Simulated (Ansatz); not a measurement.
## Response to strain in InSe

Start from InSe in the beta-GaS type structure (space group P6_3/mmc, No. 194; a = 4.032 Å, c = 16.763 Å; layered, stacked along the Cartesian z axis). Axes: x lies along a and z along c of the hexagonal cell.

Strains are applied to the cell and any free atomic positions relax; under biaxial strain the out-of-plane vector relaxes too.

Level of theory: PBE-D3(BJ) (Ansatz, an electronic-structure program; PAW; 420 eV plane waves; no spin-orbit coupling), earlier PAW set.

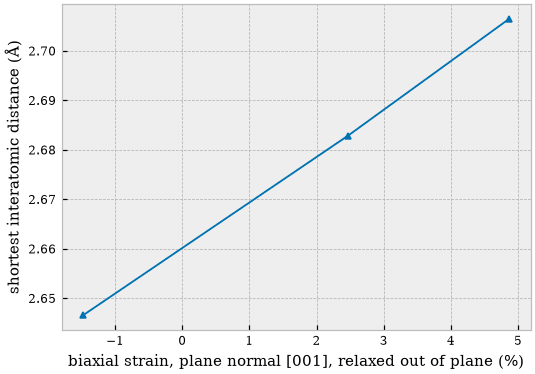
Figure: Shortest interatomic distance against biaxial strain, plane normal [001], relaxed out of plane

| biaxial strain, plane normal [001], relaxed out of plane (%) | shortest interatomic distance |
|---|---|
| -1.48 | 5.001 bohr |
| 2.47 | 5.070 bohr |
| 4.87 | 5.115 bohr |

Whether these cells are dynamically stable was not tested. All final runs are without spin polarisation.
